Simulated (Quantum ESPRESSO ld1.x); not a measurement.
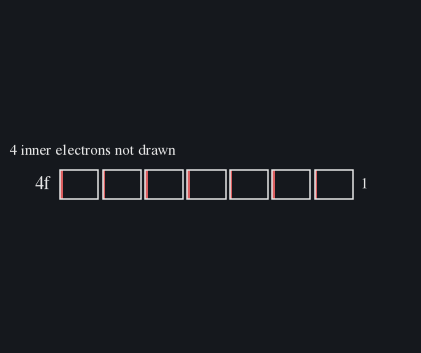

The outer shells as the input fills them: a box for each of the 2l + 1 orbitals, shaded by the share of the shell that is filled, with the electron count at the right.

## Run report: B, atomic calculation

- system: B, configuration [He] 2s2 4f1.
- method: Dirac Kohn-Sham, BLYP, spin-unpolarised, spherical densities, point nucleus (Quantum ESPRESSO ld1.x)

### The input
```
 &input
    zed=5.0,
    iswitch=1,
    rel=2,
    dft='BLYP',
    config='[He] 2s2 4f1',
    dx=0.01,
    rmax=200,
    rel_dist='average',
    verbosity='high',
    lsmall=.true.,
    prefix='ld1',
    max_out_wfc=37,
    file_charge='ld1.rho',
 /
```

### The program's output
```
     Program LD1 v.7.5 starts

     Message from routine scf:
     warning: convergence not achieved
     --------------------------- All-electron run ----------------------------

     dirac relativistic calculation

     atomic number is  5.00
     dft =BLYP   lsd =0 sic =0 latt =0  beta=0.20 tr2=1.0E-14
     Exchange-correlation= BLYP
                           (   1   3   1   3   0   0   0)
     mesh =1491 r(mesh) = 198.45494 a.u. xmin = -8.00 dx = 0.01000
     1 Ry =  13.60569312 eV, c = 137.03599908

     n l j   nl                  e(Ry)          e(Ha)          e(eV)
     Spin orbit split results
     1 0 0.5 1S 1( 2.00)     -14.148300317      -7.074150158   -192.4974323
     2 0 0.5 2S 1( 2.00)      -1.304241959      -0.652120979    -17.7451158
     4 3 2.5 4F 1( 0.43)      -0.025508273      -0.012754137     -0.3470577
     4 3 3.5 4F 1( 0.57)      -0.025508234      -0.012754117     -0.3470572
     Averaged results
     1 0     1S 1( 2.00)     -14.148300317      -7.074150158   -192.4974323
     2 0     2S 1( 2.00)      -1.304241959      -0.652120979    -17.7451158
     4 3     4F 1( 1.00)      -0.025508251      -0.012754125     -0.3470574

     final scf error:  1.9E-11 reached in 201 iterations

     Etot =     -48.752439 Ry,     -24.376220 Ha,    -663.310725 eV

     Ekin =      48.631310 Ry,      24.315655 Ha,     661.662676 eV
     Encl =    -109.945877 Ry,     -54.972939 Ha,   -1495.889869 eV
     Eh   =      19.796398 Ry,       9.898199 Ha,     269.343713 eV
     Exc  =      -7.234269 Ry,      -3.617135 Ha,     -98.427245 eV

     normalization and overlap integrals

     s(1S/1S) =  1.000000  <r> =   0.3292  <r2> =    0.1472  r(max) =   0.2103
     LC norm =  0.99971102 + SC norm =  0.00028898 =  1.00000000
     s(1S/2S) =  0.000000
     s(2S/2S) =  1.000000  <r> =   1.7800  <r2> =    3.7638  r(max) =   1.4341
     LC norm =  0.99996589 + SC norm =  0.00003411 =  1.00000000
     s(4F/4F) =  1.000000  <r> =  17.7064  <r2> =  337.7681  r(max) =  15.1889
     LC norm =  0.99999917 + SC norm =  0.00000083 =  1.00000000
     s(4F/4F) =  1.000000  <r> =  17.7064  <r2> =  337.7684  r(max) =  15.1889
     LC norm =  0.99999917 + SC norm =  0.00000083 =  1.00000000

     LC charge =  4.99935299 + SC charge =  0.00064701 =  5.00000000

     ------------------------ End of All-electron run ------------------------
```

### What the run reported

- outcome: not converged
- total energy: −24.376220 hartree
- kinetic energy: 24.315655 hartree
- electron–nucleus energy: −54.972938 hartree
- Hartree energy: 9.898199 hartree
- exchange–correlation energy: −3.617135 hartree
- SCF iterations: 201
- hardware: 1 CPU thread, shared host
- wall time: 0.88 s

### Diagnosis

The run did not meet its convergence test in 201 iterations, so its last values are not results. This is an excited configuration.
